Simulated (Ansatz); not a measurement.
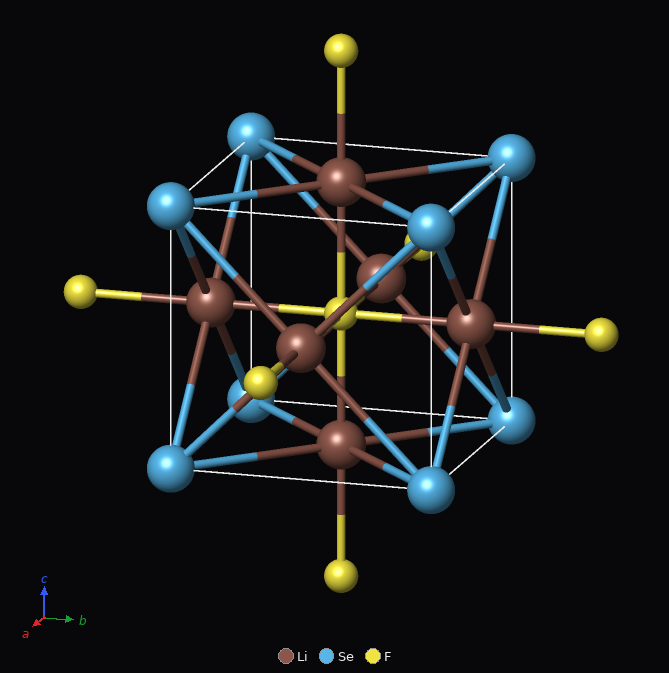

The crystal in a ball-and-stick representation, seen slightly off an axis. The box is the simulation cell; atoms on or close to its faces, edges and corners are drawn wherever they repeat. Some neighbours outside the box are added.

```yaml
crystal:
  lattice:
    - [3.99627, 0.00000, 0.00000]
    - [0.00000, 3.99627, 0.00000]
    - [0.00000, 0.00000, 3.99627]
  atoms:
    - { symbol: Li, position: [0.50000, 0.00000, 0.50000] }
    - { symbol: Li, position: [0.50000, 0.50000, 0.00000] }
    - { symbol: Li, position: [0.00000, 0.50000, 0.50000] }
    - { symbol: Se, position: [0.00000, 0.00000, 0.00000] }
    - { symbol: F, position: [0.50000, 0.50000, 0.50000] }
```

Setup: DFT PBE, scalar-relativistic, plane waves, PAW (Ansatz 0.2.0); wavefunction cutoff 420 eV, k-grid 6×6×6, Gaussian smearing of 0.02 eV, no spin polarisation.

> What are the atomic charges by Bader's partition?

Li +0.88 e; Se -1.67 e; F -0.98 e. The transfer is large, as in an ionic solid.

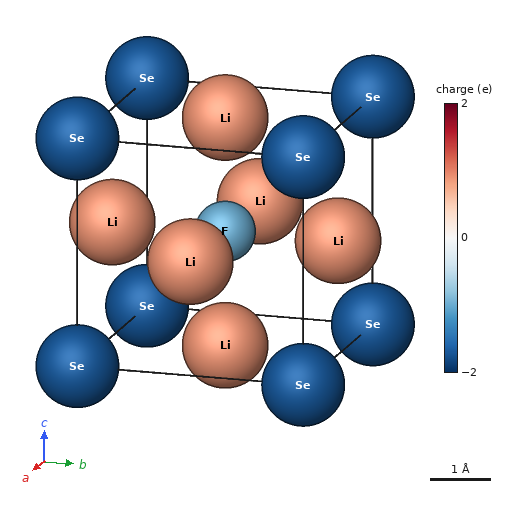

The atoms coloured by those charges.

The structure comes from a structure type filled with these elements by a generator (whether the compound takes this form wasn't checked). Earlier steps of the study may have refined or changed the cell and positions. Ansatz was used for an electronic-structure calculation on it.
